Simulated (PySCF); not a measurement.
## Electronic structure of C$_{4}$H$_{11}$N$_{2}$OSi (SMILES CC(=O)N[SiH]N(C)C) (doublet) in real space

```
atom    x (Å)    y (Å)    z (Å)
   C   3.4605  -0.1324   0.9209
   C   2.2572  -0.7378   0.2429
   O   2.2771  -1.7902  -0.3721
   N   1.0969  -0.0644   0.3191
  Si  -0.1992  -0.8659  -0.5685
   N  -1.5632   0.1764  -0.2952
   C  -2.6550   0.1560  -1.2278
   C  -1.9845   0.5875   1.0196
   H   4.2795  -0.8456   0.9154
   H   3.7666   0.7637   0.3832
   H   3.2196   0.1423   1.9459
   H   1.0612   0.8193   0.8050
   H   0.1069  -0.7734  -1.9930
   H  -3.1021   1.1518  -1.2934
   H  -2.2958  -0.1334  -2.2105
   H  -3.4379  -0.5493  -0.9232
   H  -2.7948  -0.0466   1.4002
   H  -1.1507   0.5331   1.7145
   H  -2.3520   1.6182   0.9861
```

Geometry: GFN2-xTB.

The calculation used PySCF, UKS B3LYP, pcH-1 on C H N O Si, non-relativistic, mean-field spin-orbit, GIAO.

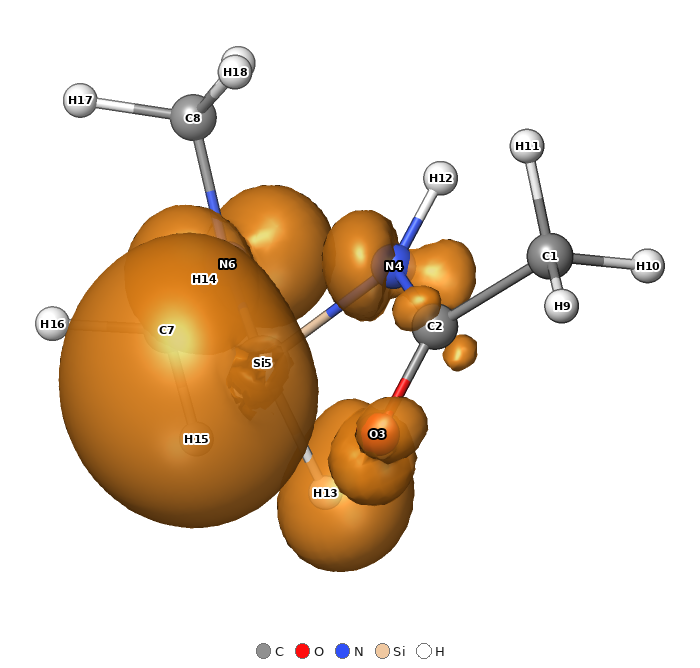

Figure 1. Isosurfaces of the spin density at +0.015 (orange) and −0.015 e/Å³ (purple), seen at an oblique angle.

**Which atoms carry the spin?**

The unpaired spin (1 electron) lies mostly on Si5 (about 0.6), N6 (about 0.2) and H13 (about 0.1), in electrons by Hirshfeld's partition. Only one sign reaches the isovalue.

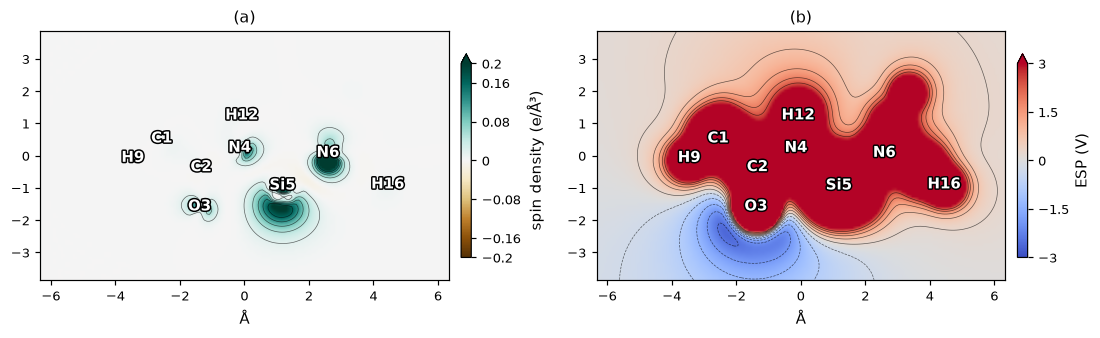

Figure 2. (a) spin density (α minus β); (b) molecular electrostatic potential on the plane of atoms C1, C2 and O3.

**Read the bonding off the picture.**

- The plane passes through C, O, N, Si and H nuclei.
- Outside the dense part of the molecule the potential is most negative (−2.6 V) near O3.

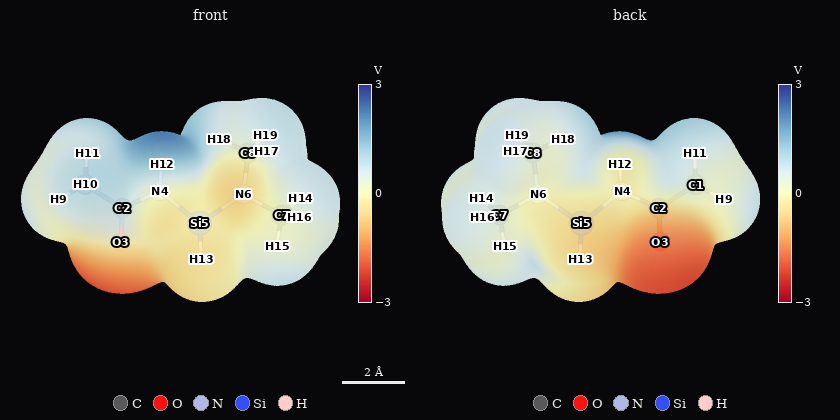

Figure 3. The electrostatic potential painted on the density surface at 0.002 e/bohr³, seen from the front and from behind; red is negative and blue positive.

**Describe the electrostatic potential map.**

The most negative region (about −2.1 V, or −48 kcal/mol for a unit charge) lies over O3, the most positive (about +2.2 V, or +51 kcal/mol for a unit charge) over H12. O3 is the likeliest acceptor of a hydrogen bond.
